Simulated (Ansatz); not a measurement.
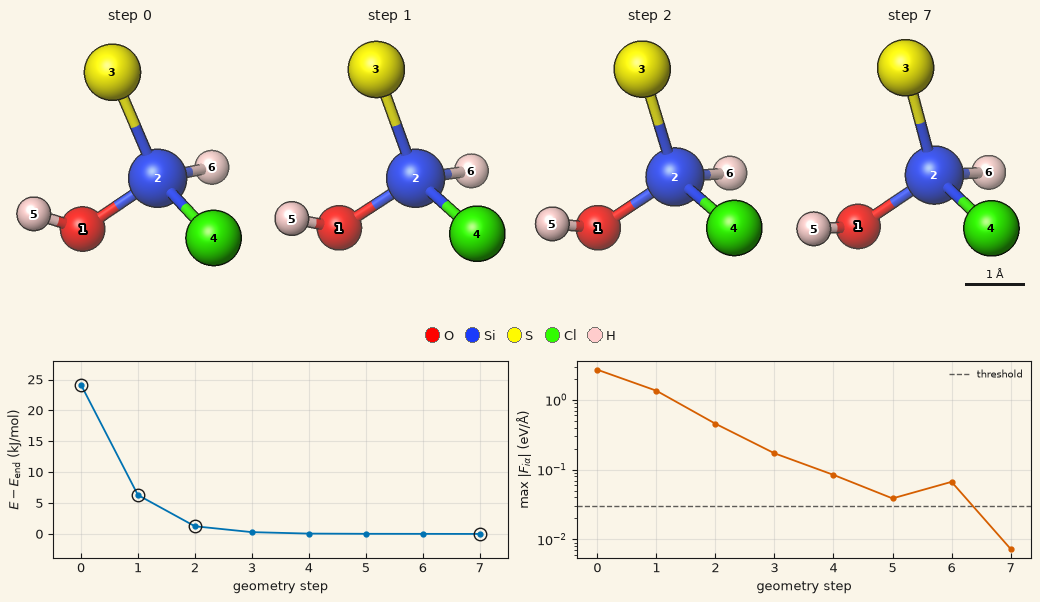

Frames of a relaxation of SiH2SOCl (multiplicity 2) (coarse preliminary run), marked on the history of the run. Style: ball-and-stick. Shown face on.

The start comes from a force field.

The calculation used UKS PBE-D4/def2-SVP in Ansatz 0.2.0. (force threshold 0.03 eV/Å; at most 200 steps)

> Describe the path.

Over 7 geometry steps the energy falls by 24.2 kJ/mol. Largest force component: 2.7 eV/Å at the start, 0.0073 eV/Å at the end. The largest move after the best rigid fit is that of S3, 0.29 Å. Largest moves by element: S 0.29 Å, H 0.26 Å, O 0.20 Å, Cl 0.20 Å, Si 0.08 Å. Near-neighbour distances that change, for instance: O1–Si2 1.599 → 1.666 Å, Si2–Cl4 2.040 → 2.097 Å, Si2–S3 2.104 → 2.120 Å, O1–H5 0.986 → 0.975 Å. Bond angles that change, for instance: S3–Si2–Cl4 110.4° → 98.2°, O1–Si2–S3 105.0° → 114.8°, O1–Si2–H6 112.1° → 104.4°. Groups turn about O1–Si2 by about 25°. From step 0 to 1: O1 moves most (0.12 Å), energy −17.9 kJ/mol. From step 1 to 2: S3 moves most (0.14 Å), energy −5.06 kJ/mol. From step 2 to 7: H5 moves most (0.09 Å), energy −1.24 kJ/mol.

```csv
step,"E − E(0), kJ/mol","largest force component, eV/Å"
0,0.00,2.7153
1,-17.87,1.3579
2,-22.93,0.4569
3,-23.88,0.1720
4,-24.11,0.0844
5,-24.15,0.0388
6,-24.16,0.0670
7,-24.17,0.0073
```
